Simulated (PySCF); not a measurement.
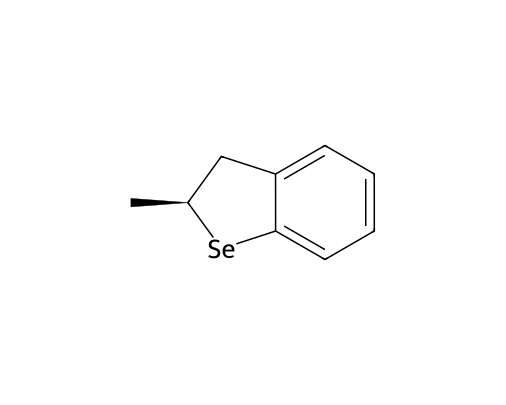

Structural formula above. The geometry was computed by an optimisation with PBE0-D3(BJ)/def2-SVP. No frequency run is at hand to confirm it as a minimum.

What does the molecule look like in three dimensions?

The molecule is C9H10Se. As SMILES it reads `C[C@H]1Cc2ccccc2[Se]1`. Independent rings (smallest set): 1 of 5 members, 1 of 6 members, 1 of them aromatic. This geometry has C1 symmetry. Coordination: 3 C tetrahedral; 6 C trigonal planar; 1 Se bent.

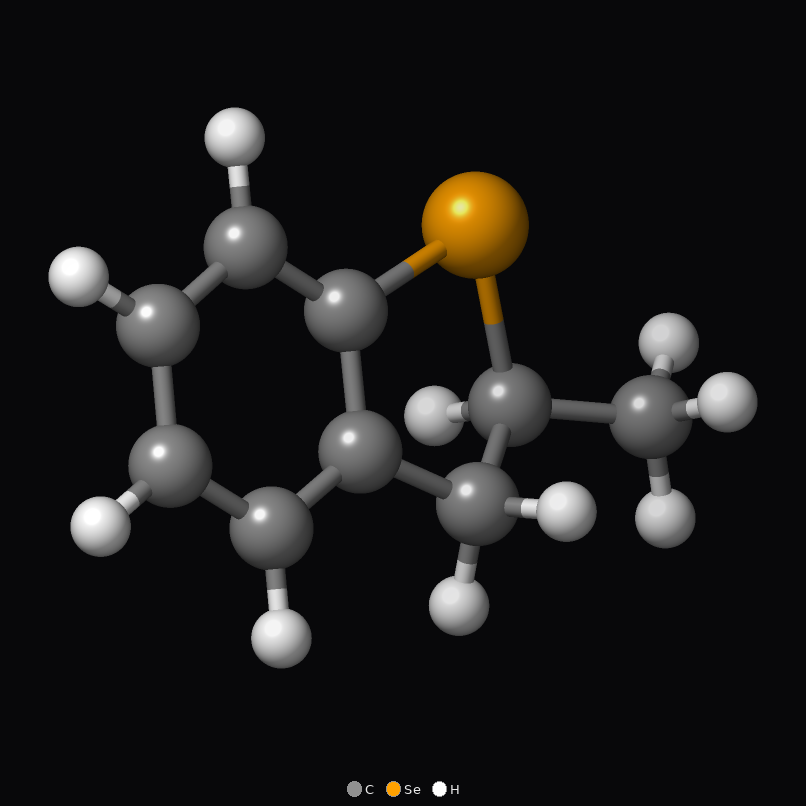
